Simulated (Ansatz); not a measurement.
## Geometry relaxation of WH8O2 (part 1 of 2)

The run: geometry relaxation of WH8O2. Method and program: RKS PBE-D4/def2-SVP (Ansatz 0.2.0).

The input holds or restrains some coordinates. Forces given for the steps count only the free coordinates. It belongs to a series of runs on one base structure; here: pulled along the bonds that form and break, towards end B. Figures and captions count atoms from 1; the log counts them from 0 in places.

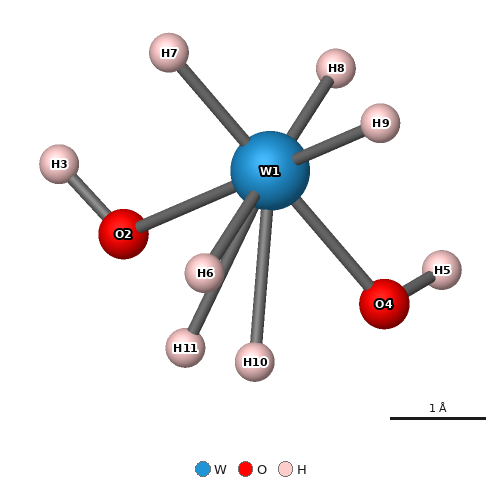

Fig. 1: The structure as given in the input (ball-and-stick view, seen at a tilt; atoms are numbered from 1 in the order of the input). Sticks mark near contacts. Bond lengths as drawn: H–O 1.01 Å, H–W 1.72 to 2.18 Å and O–W 1.94 to 2.29 Å.

The input:
```yaml
crystal:
  periodic: [false, false, false]
  atoms:
    - { symbol: W, position_ang: [0.0, 0.0, 0.0] }
    - { symbol: O, position_ang: [0.0, 0.0, 2.29] }
    - { symbol: H, position_ang: [-0.9095, -0.2814, 2.6271] }
    - { symbol: O, position_ang: [1.94, 0.0, 0.0] }
    - { symbol: H, position_ang: [2.2771, -0.9519, -0.0197] }
    - { symbol: H, position_ang: [0.0, 1.72, 0.0] }
    - { symbol: H, position_ang: [-1.72, 0.0, 0.0] }
    - { symbol: H, position_ang: [0.0, -1.72, 0.0] }
    - { symbol: H, position_ang: [0.0, 0.0, -1.72] }
    - { symbol: H, position_ang: [1.3275, 1.3829, 0.637] }
    - { symbol: H, position_ang: [1.0111, 1.0533, 1.625] }
basis:
  gaussian: { orbitals: def2-SVP }
hamiltonian:
  xc: pbe
  dispersion: d4
relax:
  f_tol: 0.15
  max_steps: 25
  restrain:
    - { distance: [0, 9], at: 1.72, k: 30.0 }
    - { distance: [10, 1], at: 1.01, k: 30.0 }
    - { distance: [0, 1], at: 3.14, k: 30.0 }
    - { distance: [10, 9], at: 1.86, k: 30.0 }
output:
  orbitals: {}
```

Launch command:
```bash
ansatz run input.yaml --threads 2 --pin off --max-ram 3072MiB --backend cpu --events-out ev --progress --plain --runs-dir out
```

What the program printed:
```
The last accepted step is kept in [file] (removed where the run ends without a failure and the disk answers)
Engine: ansatz 0.2.0, aarch64-unknown-linux-gnu
Functional definition: PBE
  parameter kappa = 0.804
  parameter beta = 0.06672455060314922
  exchange = pbe_x(kappa = kappa, mu = beta*pi^2/3)
  correlation = pbe_c(beta = beta)
1057 factors; their error is unknown
mean field evaluation 1: about -6023.9148 eV, gradient 7.9e1 eV
mean field evaluation 2: about -5740.2578 eV, gradient 3.0e2 eV
mean field evaluation 4: about -5986.0814 eV, gradient 1.5e2 eV
mean field evaluation 8: about -6030.4187 eV, gradient 4.9e1 eV
mean field evaluation 16: about -6036.0455 eV, gradient 1.3e-5 eV
mean field -6036.04553290 eV, -221.8205819556 hartree, gradient 1.3e-5 eV, S^2 0.000000; 3 other end points of the search recorded, 0 dependent functions left out
the calculation of the forces begins
reference -6036.04560128 eV, -221.8205844683 hartree; 19, 19 occupied and 81, 81 virtual orbitals, 1057 factors
relax step   1: F+E_penalty+E_count = -6036.26504305 eV  Δ(F+E_penalty+E_count) = +0.000e0 eV  max|allowed force component| = 6.505e0 eV/Å  E_restraint = 26.41422072 eV  max|allowed force component, restraints' pulls added| = 2.628e1 eV/Å  Δτ_max = 0.0000 Å  (95 SCF iters, accepted)
  distance W 0 - H 9 = 2.0200 Å
  distance H 10 - O 1 = 1.6044 Å
  distance W 0 - O 1 = 2.2900 Å
  distance H 10 - H 9 = 1.0885 Å
these checks for a lower state are left out or cut short: starts, cluster_reference, orbital_swaps, neighbouring_geometries, increment
1057 factors; their error is unknown
mean field evaluation 32: about -6035.8013 eV, gradient 5.8e-2 eV
mean field -6035.74807262 eV, -221.8096504917 hartree, gradient 1.7e-5 eV, S^2 0.000000; 0 other end points of the search recorded, 0 dependent functions left out
[... from here on the field's lines of each further geometry are left out, up to the last ...]
relax step   2: F+E_penalty+E_count = -6035.96082182 eV  Δ(F+E_penalty+E_count) = +3.042e-1 eV  max|allowed force component| = 4.051e0 eV/Å  E_restraint = 12.84034018 eV  max|allowed force component, restraints' pulls added| = 1.819e1 eV/Å  Δτ_max = 0.1987 Å  (46 SCF iters, accepted)
relax step   3: F+E_penalty+E_count = -6036.67582148 eV  Δ(F+E_penalty+E_count) = -7.150e-1 eV  max|allowed force component| = 3.521e0 eV/Å  E_restraint = 4.44495241 eV  max|allowed force component, restraints' pulls added| = 1.084e1 eV/Å  Δτ_max = 0.1949 Å  (45 SCF iters, accepted)
relax step   4: F+E_penalty+E_count = -6038.28729201 eV  Δ(F+E_penalty+E_count) = -1.611e0 eV  max|allowed force component| = 3.831e0 eV/Å  E_restraint = 0.58226187 eV  max|allowed force component, restraints' pulls added| = 5.435e0 eV/Å  Δτ_max = 0.1954 Å  (45 SCF iters, accepted)
relax step   5: F+E_penalty+E_count = -6040.00529679 eV  Δ(F+E_penalty+E_count) = -1.718e0 eV  max|allowed force component| = 1.811e0 eV/Å  E_restraint = 0.03813216 eV  max|allowed force component, restraints' pulls added| = 1.942e0 eV/Å  Δτ_max = 0.1975 Å  (37 SCF iters, accepted)
relax step   6: F+E_penalty+E_count = -6040.91465775 eV  Δ(F+E_penalty+E_count) = -9.094e-1 eV  max|allowed force component| = 1.155e0 eV/Å  E_restraint = 0.01392323 eV  max|allowed force component, restraints' pulls added| = 1.155e0 eV/Å  Δτ_max = 0.1962 Å  (38 SCF iters, accepted)
relax step   7: F+E_penalty+E_count = -6041.31961587 eV  Δ(F+E_penalty+E_count) = -4.050e-1 eV  max|allowed force component| = 1.337e0 eV/Å  E_restraint = 0.00968229 eV  max|allowed force component, restraints' pulls added| = 1.515e0 eV/Å  Δτ_max = 0.1949 Å  (37 SCF iters, accepted)
relax step   8: F+E_penalty+E_count = -6041.38291028 eV  Δ(F+E_penalty+E_count) = -6.329e-2 eV  max|allowed force component| = 1.275e0 eV/Å  E_restraint = 0.01114289 eV  max|allowed force component, restraints' pulls added| = 1.188e0 eV/Å  Δτ_max = 0.1745 Å  (39 SCF iters, accepted)
relax step   9: F+E_penalty+E_count = -6041.41645933 eV  Δ(F+E_penalty+E_count) = -3.355e-2 eV  max|allowed force component| = 7.800e-1 eV/Å  E_restraint = 0.00810464 eV  max|allowed force component, restraints' pulls added| = 4.046e-1 eV/Å  Δτ_max = 0.2000 Å  (39 SCF iters, accepted)
relax step  10: F+E_penalty+E_count = -6041.29598616 eV  Δ(F+E_penalty+E_count) = +1.205e-1 eV  max|allowed force component| = 1.015e0 eV/Å  E_restraint = 0.00861045 eV  max|allowed force component, restraints' pulls added| = 1.015e0 eV/Å  Δτ_max = 0.1995 Å  (39 SCF iters, rejected (line search))
relax step  11: F+E_penalty+E_count = -6041.45409911 eV  Δ(F+E_penalty+E_count) = -3.764e-2 eV  max|allowed force component| = 8.494e-1 eV/Å  E_restraint = 0.01250902 eV  max|allowed force component, restraints' pulls added| = 2.238e-1 eV/Å  Δτ_max = 0.0993 Å  (34 SCF iters, accepted)
relax step  12: F+E_penalty+E_count = -6041.48309548 eV  Δ(F+E_penalty+E_count) = -2.900e-2 eV  max|allowed force component| = 5.790e-1 eV/Å  E_restraint = 0.01057940 eV  max|allowed force component, restraints' pulls added| = 2.072e-1 eV/Å  Δτ_max = 0.0999 Å  (33 SCF iters, accepted)
relax step  13: F+E_penalty+E_count = -6041.51680757 eV  Δ(F+E_penalty+E_count) = -3.371e-2 eV  max|allowed force component| = 1.158e0 eV/Å  E_restraint = 0.00605812 eV  max|allowed force component, restraints' pulls added| = 1.081e0 eV/Å  Δτ_max = 0.1428 Å  (39 SCF iters, accepted)
relax step  14: F+E_penalty+E_count = -6041.56801880 eV  Δ(F+E_penalty+E_count) = -5.121e-2 eV  max|allowed force component| = 1.444e0 eV/Å  E_restraint = 0.00303113 eV  max|allowed force component, restraints' pulls added| = 1.508e0 eV/Å  Δτ_max = 0.1722 Å  (39 SCF iters, accepted)
relax step  15: F+E_penalty+E_count = -6041.71329341 eV  Δ(F+E_penalty+E_count) = -1.453e-1 eV  max|allowed force component| = 1.792e0 eV/Å  E_restraint = 0.00149128 eV  max|allowed force component, restraints' pulls added| = 1.792e0 eV/Å  Δτ_max = 0.1958 Å  (38 SCF iters, accepted)
relax step  16: F+E_penalty+E_count = -6041.96074506 eV  Δ(F+E_penalty+E_count) = -2.475e-1 eV  max|allowed force component| = 1.515e0 eV/Å  E_restraint = 0.00641827 eV  max|allowed force component, restraints' pulls added| = 1.515e0 eV/Å  Δτ_max = 0.1952 Å  (37 SCF iters, accepted)
relax step  17: F+E_penalty+E_count = -6042.14129888 eV  Δ(F+E_penalty+E_count) = -1.806e-1 eV  max|allowed force component| = 8.212e-1 eV/Å  E_restraint = 0.00886604 eV  max|allowed force component, restraints' pulls added| = 8.212e-1 eV/Å  Δτ_max = 0.1971 Å  (38 SCF iters, accepted)
relax step  18: F+E_penalty+E_count = -6042.20875463 eV  Δ(F+E_penalty+E_count) = -6.746e-2 eV  max|allowed force component| = 1.083e0 eV/Å  E_restraint = 0.00444642 eV  max|allowed force component, restraints' pulls added| = 9.698e-1 eV/Å  Δτ_max = 0.1953 Å  (38 SCF iters, accepted)
relax step  19: F+E_penalty+E_count = -6042.27424166 eV  Δ(F+E_penalty+E_count) = -6.549e-2 eV  max|allowed force component| = 1.185e0 eV/Å  E_restraint = 0.00375765 eV  max|allowed force component, restraints' pulls added| = 1.157e0 eV/Å  Δτ_max = 0.1913 Å  (38 SCF iters, accepted)
relax step  20: F+E_penalty+E_count = -6042.31330087 eV  Δ(F+E_penalty+E_count) = -3.906e-2 eV  max|allowed force component| = 1.198e0 eV/Å  E_restraint = 0.00504294 eV  max|allowed force component, restraints' pulls added| = 1.149e0 eV/Å  Δτ_max = 0.1947 Å  (39 SCF iters, accepted)
relax step  21: F+E_penalty+E_count = -6042.35190630 eV  Δ(F+E_penalty+E_count) = -3.861e-2 eV  max|allowed force component| = 6.257e-1 eV/Å  E_restraint = 0.00686705 eV  max|allowed force component, restraints' pulls added| = 2.867e-1 eV/Å  Δτ_max = 0.2000 Å  (38 SCF iters, accepted)
relax step  22: F+E_penalty+E_count = -6042.36929346 eV  Δ(F+E_penalty+E_count) = -1.739e-2 eV  max|allowed force component| = 5.276e-1 eV/Å  E_restraint = 0.00802954 eV  max|allowed force component, restraints' pulls added| = 1.202e-1 eV/Å  Δτ_max = 0.0587 Å  (32 SCF iters, accepted)
relax step  23: F+E_penalty+E_count = -6042.36082401 eV  Δ(F+E_penalty+E_count) = +8.469e-3 eV  max|allowed force component| = 1.225e0 eV/Å  E_restraint = 0.00591429 eV  max|allowed force component, restraints' pulls added| = 1.190e0 eV/Å  Δτ_max = 0.1960 Å  (31 SCF iters, rejected (line search))
relax step  24: F+E_penalty+E_count = -6042.37592941 eV  Δ(F+E_penalty+E_count) = -6.636e-3 eV  max|allowed force component| = 6.532e-1 eV/Å  E_restraint = 0.00614971 eV  max|allowed force component, restraints' pulls added| = 5.023e-1 eV/Å  Δτ_max = 0.0956 Å  (31 SCF iters, accepted)
the calculation of the forces begins
reference -6042.18634669 eV, -222.0462526999 hartree; 19, 19 occupied and 81, 81 virtual orbitals, 1057 factors
relax step  25: F+E_penalty+E_count = -6042.38581519 eV  Δ(F+E_penalty+E_count) = -9.886e-3 eV  max|allowed force component| = 5.026e-1 eV/Å  E_restraint = 0.00685191 eV  max|allowed force component, restraints' pulls added| = 1.417e-1 eV/Å  Δτ_max = 0.1000 Å  (31 SCF iters, accepted)
  distance W 0 - H 9 = 1.7068 Å
  distance H 10 - O 1 = 0.9958 Å
  distance W 0 - O 1 = 3.1317 Å
  distance H 10 - H 9 = 1.8637 Å
1057 factors; their error is unknown
mean field evaluation 224: about -6041.8833 eV, gradient 1.2e1 eV
```

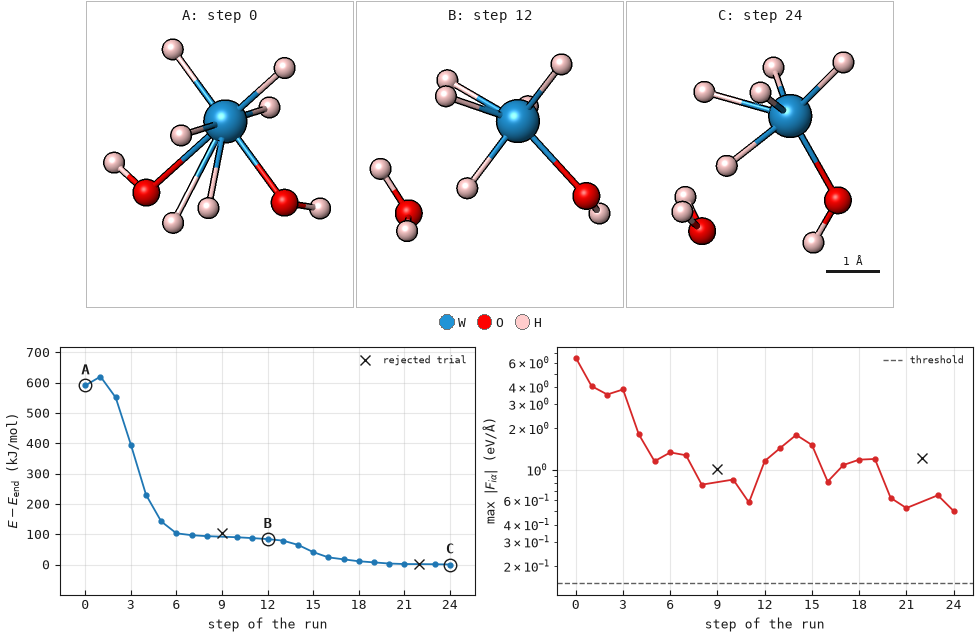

Fig. 2: Frames of the restrained relaxation (ball-and-stick view, seen at a tilt) above the curves, on which the letters mark them (the first geometry is step 0 here and step 1 in the log).

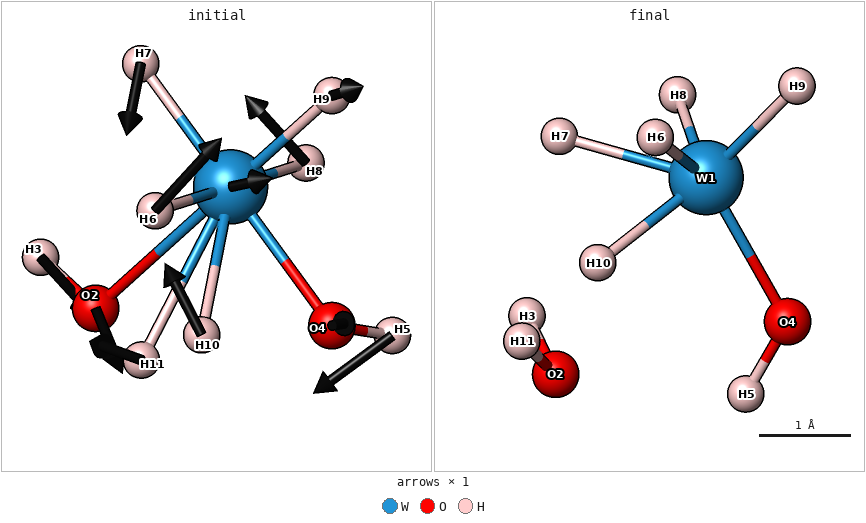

Fig. 3: Before (left) and after (right) the restrained relaxation, at one scale (ball-and-stick view, seen at a tilt). The black arrows give the displacements, at true length. The atom that moves furthest after the best rigid fit is H6 (1.16 Å). Largest moves by element: H 1.16 Å, O 0.80 Å, W 0.55 Å. Distances before and after: W1–O2 2.290 → 3.132 Å, W1–H11 2.185 → 2.811 Å, O2–H11 1.604 → 0.996 Å, W1–H10 2.020 → 1.707 Å. New bonds form: O2–H11 (1.60 → 1.00 Å). Bonds break: W1–H11 (2.18 → 2.81 Å), W1–O2 (2.29 → 3.13 Å). Among the angles that change: H7–W1–H10 131.1° → 62.3°, H6–W1–H8 180.0° → 123.3°, O4–W1–H7 180.0° → 131.6°. Over 24 geometry steps the energy falls by 590.6 kJ/mol. Largest force component: 6.5 eV/Å at the start, 0.5 eV/Å at the end. The line search rejected the trial steps at points 9, 22 (counted from 0) and went back. (Atoms are counted from 1 in the order of the input.)

```
mean field -6042.18628760 eV, -222.0462505282 hartree, gradient 1.4e-5 eV, S^2 0.000000; 1 other end points of the search recorded, 0 dependent functions left out
the calculation of the forces begins
reference -6042.18634669 eV, -222.0462526999 hartree; 19, 19 occupied and 81, 81 virtual orbitals, 1057 factors
Total energy: -6042.38587428 eV, -222.0535852037 hartree
Atom 0 at     0.196824     0.003974    -0.493315 Å, force     0.138227     0.315380     0.502623 eV/Å
Atom 1 at     0.818219    -0.195512     2.569675 Å, force    -0.344730     0.457642    -0.405563 eV/Å
Atom 2 at    -0.001238    -0.702805     2.738432 Å, force     0.083242    -0.013251     0.025651 eV/Å
Atom 3 at     1.936632    -0.529223    -0.055325 Å, force     0.046923    -0.044871    -0.109957 eV/Å
Atom 4 at     2.285787    -0.477553     0.860781 Å, force    -0.075928     0.030859     0.061431 eV/Å
Atom 5 at    -0.207643     1.556216    -1.081412 Å, force     0.007136     0.010693     0.011723 eV/Å
Atom 6 at    -1.104996     0.528667     0.477549 Å, force     0.029488     0.022404     0.004329 eV/Å
```
